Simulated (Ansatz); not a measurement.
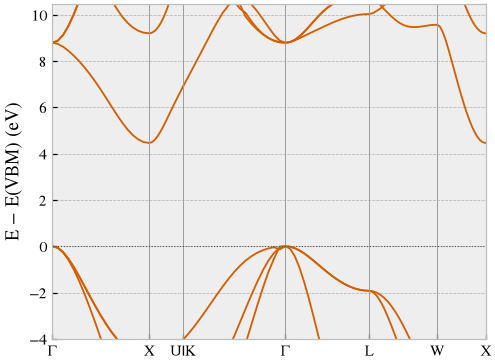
Figure. Band structure from PBE (plane waves, PAW; program Ansatz)

Q: Read off the gap and where the band edges lie.

A: About 4.5 eV (4.46 eV by a search for the band edges); maximum at Γ, minimum at X.

Q: Which compound is it?
A. SrO, rock salt
B. BN, zinc blende
C. NaCl, rock salt
D. Li2Se, anti-fluorite

A: B, BN, zinc blende

Space group F-43m (zinc blende). Symmetry was held in the PBE relaxation.

Potentials: the later of the program's two PAW sets.
